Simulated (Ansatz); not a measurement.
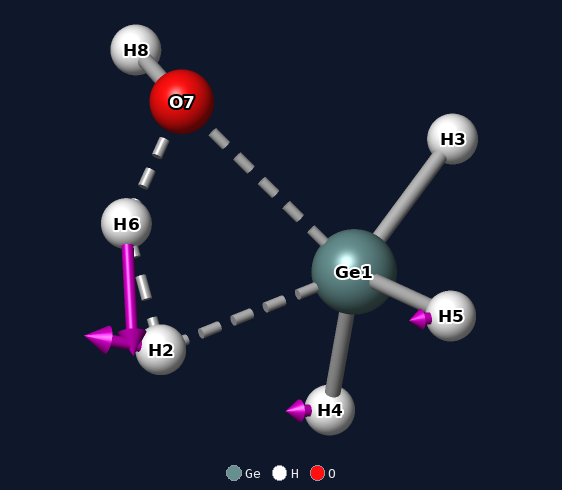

The arrows show one normal mode. Broken sticks mark bonds that form or break. Harmonic vibrations computed with RKS PBE0-D4/def2-TZVP (Ansatz 0.2.0) at a stationary point of the same level. It is a saddle point of order 1.

Question: Estimate its harmonic wavenumber.

Answer: 1347i cm⁻¹; it is mode 1 of 18 counted from the lowest. It is the reaction coordinate: Ge1–O7 forms (2.02 Å), H2–H6 forms (1.09 Å), Ge1–H2 breaks (1.91 Å), H6–O7 breaks (1.15 Å), or the reverse.
